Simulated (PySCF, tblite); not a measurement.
# C₇H₁₄Si: geometry, infrared bands and NMR shifts

Aim: predict the infrared bands and NMR shifts of C₇H₁₄Si (`CC#CCC[SiH](C)C`).

Computed with tblite 0.8.0 and PySCF 2.14.0, with density-fitted response routines of our own, on a single molecule in the gas phase. Atoms count from 0, in the outputs and in this text.

## Step 1: The starting structure

22 atoms, charge 0, multiplicity 1; geometry from: force field or distance geometry start.

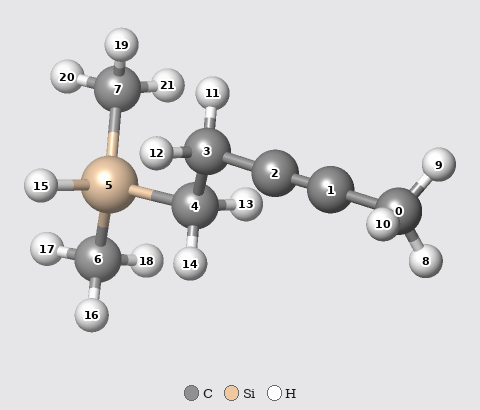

As it starts; carbon grey, silicon light orange, hydrogen white, atoms numbered; sticks join atoms by distance.

## Step 2: Relaxing the molecule with GFN2-xTB

Job settings and geometry (Å):

```
{"job": {"kind": "relax", "xc": "GFN2-xTB", "basis": "xTB"}, "charge": 0, "multiplicity": 1}
C      4.712600     0.525900    -0.055100
C      3.255800     0.645900     0.146800
C      2.084900     0.729300     0.333200
C      0.624000     0.854700     0.534600
C     -0.101400    -0.405800     0.051000
Si    -1.978300    -0.381300     0.267000
C     -2.699500    -2.015200    -0.238200
C     -2.730200     1.011200    -0.703400
H      4.961000    -0.433900    -0.514700
H      5.060500     1.325400    -0.706000
H      5.239600     0.598800     0.893800
H      0.250000     1.734500     0.022800
H      0.421400     1.002400     1.621200
H      0.117400    -0.555600    -1.024800
H      0.288200    -1.277700     0.567400
H     -2.264400    -0.158200     1.721400
H     -2.268800    -2.830800     0.357600
H     -3.785000    -2.033300    -0.082500
H     -2.505600    -2.221500    -1.285200
H     -2.343000     1.977900    -0.376300
H     -3.826400     1.026900    -0.576800
H     -2.523300     0.900000    -1.773800
```

Started as:

```bash
$ OMP_NUM_THREADS=1 python probes_run.py task.json out
```

One launch serves the whole session: the jobs run in the order shown.

**Question.** This job is followed by: GFN2-xTB harmonic vibrations, gas phase; GIAO PBE0/pcSseg-1 NMR shielding, non-relativistic, gas phase. What will the session give for the following? strongest single infrared mode (GFN2-xTB); zero-point energy (GFN2-xTB); 13C shifts against TMS (PBE0/pcSseg-1, means over atoms taken as alike); 1H shifts against TMS (PBE0/pcSseg-1, means over atoms taken as alike); 29Si shifts against TMS (PBE0/pcSseg-1).

The runs gave:

| quantity | value |
| --- | --- |
| strongest single infrared mode (GFN2-xTB) | 2148 cm⁻¹, 354 km/mol |
| zero-point energy (GFN2-xTB) | 115.0 kcal/mol |
| 13C shifts against TMS (PBE0/pcSseg-1, means over atoms taken as alike) | 88.3, 81.6, 20.2, 17.2, 4.9, -3.9 ppm |
| 1H shifts against TMS (PBE0/pcSseg-1, means over atoms taken as alike) | 4.27, 2.14, 1.96, 0.91, 0.05 ppm |
| 29Si shifts against TMS (PBE0/pcSseg-1) | -16.2 ppm |

**Reading.** Relaxing lowered the energy by 0.129 eV in 23 steps; the close pair that moved most is Si5–C7, from 1.856 to 1.904 Å. The lowest mode is imaginary (32i cm⁻¹), so the xTB geometry is not a minimum. The strongest single mode, at 2148 cm⁻¹, moves mainly H15. Unscaled tight-binding wavenumbers are off by several per cent, some by more. Its intensities can rank the bands wrongly. At PBE0/pcSseg-1: The largest span, 276 ppm, is at C2, where the paramagnetic term is -160 ppm.
